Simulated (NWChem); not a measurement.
# H3PO2 (SMILES O=[PH2]O) at MP2/CRENBL (core potential)

What is the vertical singlet–triplet gap of H3PO2 at MP2/CRENBL (core potential)? The job is set up through an ASE script.

The results are computed with NWChem 7.3.0.

5 further runs of the same task are left out: 3 that didn't finish, 2 set aside as unsound or not needed.

**1. The molecule**

The species is H3PO2 (6 atoms), meant as a singlet with charge 0. As SMILES, `O=[PH2]O`. The coordinates come from a GFN2-xTB relaxation. This is one conformer, not always the lowest.

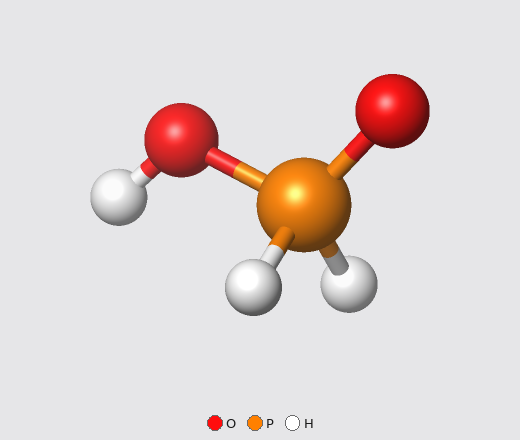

The structure, seen from a chosen angle (oxygen red, phosphorus orange, hydrogen white).

**2. A single-point energy at MP2/CRENBL (core potential)**

run.py reads:

```python
from ase import Atoms
from ase.calculators.nwchem import NWChem

atoms = Atoms('OPOHHH', positions=[
    [-0.288120, -1.516860, -0.908560],
    [-0.161880, -0.180090, -0.371450],
    [0.535460, -0.185060, 1.066930],
    [-1.351280, 0.506310, -0.156640],
    [0.616170, 0.703450, -1.110510],
    [0.649650, 0.672250, 1.480220],
])

calc = NWChem(
    label='h3o2p',
    theory='direct_mp2',
    memory='2200 mb',
    basis='CRENBL',
    basispar='spherical bse',
    scf={'nopen': '0', 'rhf': None, 'maxiter': '60', 'print': 'low'},
    task='energy',
    **{'ecp bse': {'O library': 'CRENBL', 'P library': 'CRENBL'}},
)
atoms.calc = calc

e = atoms.get_potential_energy()
print(f"E = {e:.6f} eV")
```

The run is started by

```bash
$ export ASE_NWCHEM_COMMAND="nwchem PREFIX.nwi > PREFIX.nwo"
$ python run.py
```

What it wrote:

```text
E = -1080.920902 eV
```

The calculator wrote h3o2p.nwi:

```
title "h3o2p"

permanent_dir h3o2p

scratch_dir h3o2p

start h3o2p

geometry units angstrom nocenter noautosym noautoz
  O  -2.8811999999999999e-01 -1.5168600000000001e+00 -9.0856000000000003e-01
  P  -1.6188000000000000e-01 -1.8009000000000000e-01 -3.7145000000000000e-01
  O  5.3546000000000005e-01 -1.8506000000000000e-01 1.0669299999999999e+00
  H  -1.3512800000000000e+00 5.0631000000000004e-01 -1.5664000000000000e-01
  H  6.1617000000000000e-01 7.0345000000000002e-01 -1.1105100000000001e+00
  H  6.4964999999999995e-01 6.7225000000000001e-01 1.4802200000000001e+00
end

memory 2200 mb

basis spherical bse noprint
   * library CRENBL
end

scf
  nopen 0
  rhf
  maxiter 60
  print low
end
ecp bse
  O library CRENBL
  P library CRENBL
end

task direct_mp2 energy
```

h3o2p.nwo (excerpt; [...] marks lines left out):

```text
[...]
  functions       =    60
[...]
  wavefunction    = RHF
[...]
         Total SCF energy =    -39.378308403258
      One-electron energy =   -150.696779091742
      Two-electron energy =     67.598004034368
 Nuclear repulsion energy =     43.720466654116
        Time for solution =      1.1s
[...]
          Total MP2 energy           -39.723110795207
[...]
```

Run time: 2.6 s. Hardware: 1 thread of AMD EPYC 7B13 (Zen 3), shared host; peak memory 0.1 GiB.

**3. The triplet, same level**

run.py reads:

```python
from ase import Atoms
from ase.calculators.nwchem import NWChem

molecule = Atoms(['O', 'P', 'O', 'H', 'H', 'H'], positions=[
    [-0.288120, -1.516860, -0.908560],
    [-0.161880, -0.180090, -0.371450],
    [0.535460, -0.185060, 1.066930],
    [-1.351280, 0.506310, -0.156640],
    [0.616170, 0.703450, -1.110510],
    [0.649650, 0.672250, 1.480220],
])

calc = NWChem(
    label='h3o2p',
    theory='mp2',
    memory='2200 mb',
    basis='CRENBL',
    basispar='spherical bse',
    scf={'nopen': '2', 'uhf': None, 'maxiter': '80'},
    task='energy',
    **{'ecp bse': {'O library': 'CRENBL', 'P library': 'CRENBL'}},
)
molecule.calc = calc

e = molecule.get_potential_energy()
print(f"E = {e:.6f} eV")
```

The run is started by

```bash
$ export ASE_NWCHEM_COMMAND="nwchem PREFIX.nwi > PREFIX.nwo"
$ python run.py
```

What it wrote:

```text
E = -1073.717356 eV
```

The calculator wrote h3o2p.nwi:

```
title "h3o2p"

permanent_dir h3o2p

scratch_dir h3o2p

start h3o2p

geometry units angstrom nocenter noautosym noautoz
  O  -2.8811999999999999e-01 -1.5168600000000001e+00 -9.0856000000000003e-01
  P  -1.6188000000000000e-01 -1.8009000000000000e-01 -3.7145000000000000e-01
  O  5.3546000000000005e-01 -1.8506000000000000e-01 1.0669299999999999e+00
  H  -1.3512800000000000e+00 5.0631000000000004e-01 -1.5664000000000000e-01
  H  6.1617000000000000e-01 7.0345000000000002e-01 -1.1105100000000001e+00
  H  6.4964999999999995e-01 6.7225000000000001e-01 1.4802200000000001e+00
end

memory 2200 mb

basis spherical bse noprint
   * library CRENBL
end

scf
  nopen 2
  uhf
  maxiter 80
end
ecp bse
  O library CRENBL
  P library CRENBL
end

task mp2 energy
```

h3o2p.nwo (excerpt; [...] marks lines left out):

```text
[...]
      One electron energy =   -149.756931692968
[... 1 line left out ...]
 Nuclear repulsion energy =     43.720466654116
[... 33 lines left out ...]
          Final beta eigenvalues
[... 184 lines left out ...]
                     UHF Final Beta Molecular Orbital Analysis
[...]
          Total MP2 energy           -39.458385356084
[...]
```

Wall time 8.4 s (1 thread of AMD EPYC 7B13 (Zen 3), shared host); peak memory 0.13 GiB.

**4. Summary of results**

At MP2/CRENBL (core potential):

| quantity | value |
| --- | --- |
| singlet: total energy | -39.72311 Eh |
| singlet: correlation energy | -344.8 mEh |
| triplet: total energy | -39.45839 Eh |
| triplet: HOMO energy (Hartree–Fock orbitals) (highest over α and β) | -3.81 eV |
| triplet: LUMO energy (Hartree–Fock orbitals) (lowest over α and β) | -0.33 eV |
| triplet: correlation energy | -295.8 mEh |
| triplet: ⟨S²⟩ of the reference determinant | 2.018 |
| vertical energy of the triplet above the singlet | 7.204 eV |

**Reading.** At this shape the triplet lies 7.20 eV (695 kJ/mol) above the singlet. Mulliken charges (triplet) run from -0.69 on O3 to +0.42 on P2; they depend strongly on the basis.
